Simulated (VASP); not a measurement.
Band structure of Ti$_{3}$Pb (space group P6_3/mmc). Calculation: PBEsol GGA, VASP's PBE PAW potentials (set 64) (plane waves; VASP 6.6.1).

Unless said otherwise, spin-orbit coupling is left out, though it shifts the bands of the heavy elements here.

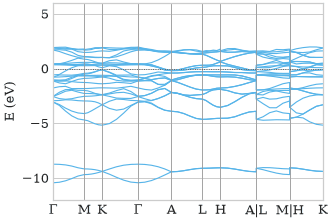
Fig. 1. Bands along high-symmetry lines, zero at the valence-band maximum or, without a gap, the Fermi level

Question: Read the plot: is there a gap, and where are the band edges?

Answer: It has no gap at this level: it comes out as a metal or semimetal.

The structure comes from a computed database's Ti3Pb entry (P6_3/mmc); how it stands against other phases isn't given here. The cell was not relaxed at this level. The k-mesh is coarse (spacing up to 0.30 per Å, 2π included), so the numbers may not be converged in it.
